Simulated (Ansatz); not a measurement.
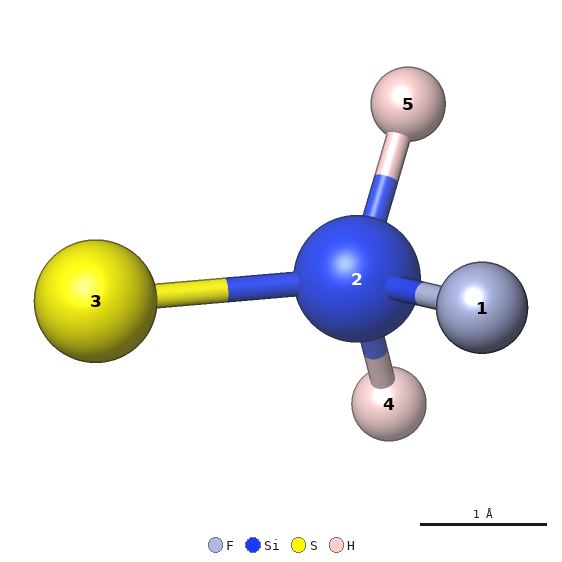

(Drawn from a calculation with Ansatz.)

Orthographic view. Distant atoms are faded towards the background colour. The species is neutral and a spin doublet. Geometry: atoms displaced at random (about 0.06 Å) from a stationary point of PBE0-D4.

Give the geometry as a Z-matrix, atoms in numerical order, with these reference atoms: 2 to 1; 3 to 2, 1; 4 to 2, 1, 3; 5 to 2, 4, 1.

```
F  
Si   1   1.647
S    2   2.143   1   113.5
H    2   1.467   1   111.1   3  -119.1
H    2   1.513   4   111.7   1   112.1
```
